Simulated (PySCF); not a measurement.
SMILES C[SiH2][SiH2]F (CH₇FSi₂), singlet at its GFN2-xTB optimised geometry (Å):

```
11

C      1.9161    -1.0380     0.0000
Si     0.0162    -1.0380     0.0000
Si    -0.7583     1.1346     0.0000
F     -2.3163     1.0948    -0.4295
H      2.3065    -2.0509     0.0128
H      2.3163    -0.5453    -0.8819
H      2.3142    -0.5241     0.8707
H     -0.4321    -1.8145    -1.1676
H     -0.4301    -1.7947     1.1824
H     -0.8094     1.8223     1.2887
H     -0.1873     2.0509    -0.9858
```

Level of theory: PySCF with PBE0/def2-TZVP. Cells within 0.4 Å of a nucleus heavier than hydrogen are left out (blank, or x).

Map of the electron localisation function on the plane z = 0.0 Å:

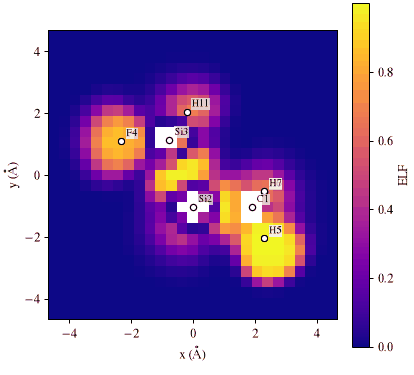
Figure. Electron localisation function on the plane z = 0.0 Å.
